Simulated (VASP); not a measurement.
Band structure of PtTe₂ (1T layered). These are PBE GGA with D3 dispersion (Becke-Johnson damping), VASP's PBE PAW potentials (set 64) (plane waves; VASP 6.6.1) values and carry that method's errors.

Unless said otherwise, spin-orbit coupling is left out, though it shifts the bands of the heavy elements here.

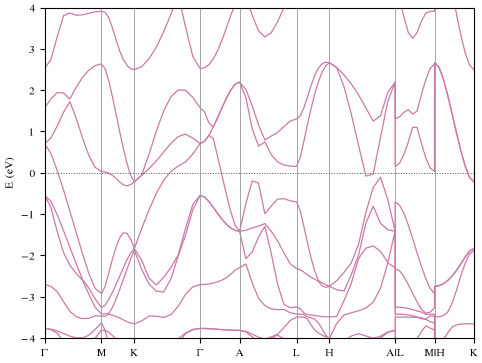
Bands along high-symmetry lines, zero at the valence-band maximum or, without a gap, the Fermi level

Question: Read the plot: is there a gap, and where are the band edges?

Answer: It has no gap at this level: it comes out as a metal or semimetal. (Edges off the drawn lines would not show.)

The compound is PtTe2 in the 1T layered structure. It was relaxed first.
